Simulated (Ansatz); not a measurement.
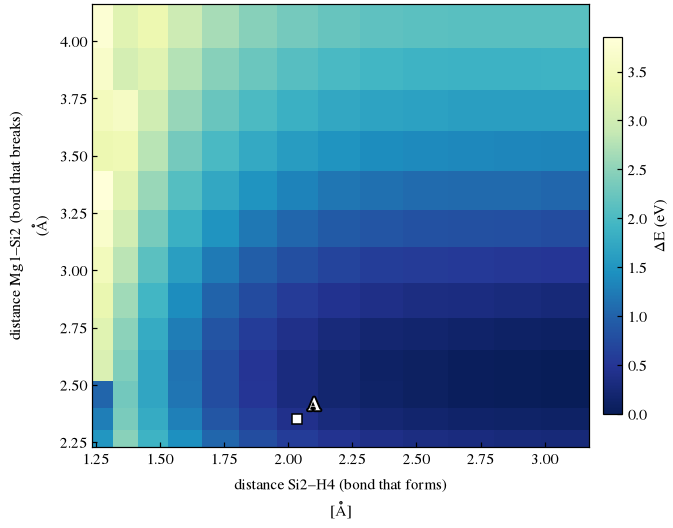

The reacting system ClH5MgSi (fragments ClH₃MgSi + H₂ where the first distance is long, ClMg + H₄Si + H where the second is long). Coordinates scanned: (1) distance Si2–H4 (bond that forms); (2) distance Mg1–Si2 (bond that breaks). Relaxed at each point: all other coordinates. The grid has 13 × 13 points. Points are written as (first, second). All energies are given in eV relative to the lowest grid point. Energies and slopes of some neighbouring points disagree (a jump in structure or state, or too coarse a mesh). The reference is spin-restricted, so regions where a bond is pulled apart into radicals lie too high. Method: RKS SPW92 (LDA)/def2-SVP (Ansatz).

In the figure: one coloured cell a grid point, the point A.

Question: Which way does the force act at A, and how strong is it?

Answer: A, at (2.035 Å, 2.349 Å), is not a stationary point. The computed force is 0.95 eV for each Å towards larger values of the first coordinate and 1.5 eV for each Å towards larger values of the second coordinate.
